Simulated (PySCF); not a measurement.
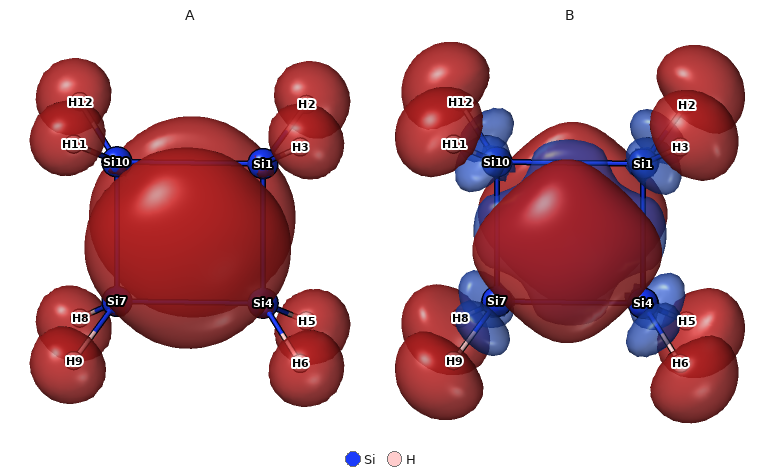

Figure. Cyclo-(SiH2)4 (H8Si4). The Fukui function f⁺ from two separate SCF calculations and the density of the LUMO, at ±0.01 e/Å³ (red positive, blue negative).

Method: PBE/aug-cc-pVDZ; geometry: GFN2-xTB; program: PySCF. No frequency check shows the geometry to be a minimum.

Q: Which panel is which, and how good is the frozen-orbital picture?

A: B is f⁺ (it has negative regions), A the LUMO density. The LUMO lies on Si1, Si4, Si7 and Si10 (17 % each); f⁺ (Hirshfeld-condensed) is largest on Si1, Si4, Si7 and Si10 (0.13 each); the vertical electron affinity is 0.18 eV (the stability of the anion's solution wasn't checked; the anion's highest orbital has positive energy, so this value and f⁺ depend on the basis). Relaxation shifts 19 % of the electron between atoms. The orbital energy is −2.31 eV.
